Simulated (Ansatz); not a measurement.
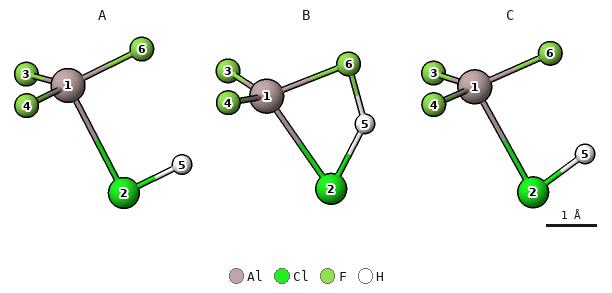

3 geometries from a converged minimum-energy path of AlHClF$_{3}$, shuffled. A ball-and-stick model, seen at a tilt.

The calculation used RKS PBE0-D4/def2-mTZVP (Ansatz 0.2.0). Set-up: 7 movable images; climbing image; force threshold 0.03 eV/Å; iteration limit 60; starting path through a guess of the saddle point.

Which frame is the transition state?

B. In order along the path, whose images run from 0 to 8: B (image 4, +7.1 kcal/mol), C (image 7, +1.0 kcal/mol), A (image 8, +0.6 kcal/mol). A hydrogen atom shifts from one atom to another. Breaking: H5–F6 (0.94 → 1.27 at the top → 2.51 Å). Forming: Cl2–H5 (2.58 → 1.50 at the top → 1.30 Å).

Cost: 100 s on 2 threads of Intel(R) Xeon(R) Platinum 8488C (Sapphire Rapids) (shared host), peak memory 0.25 GiB.
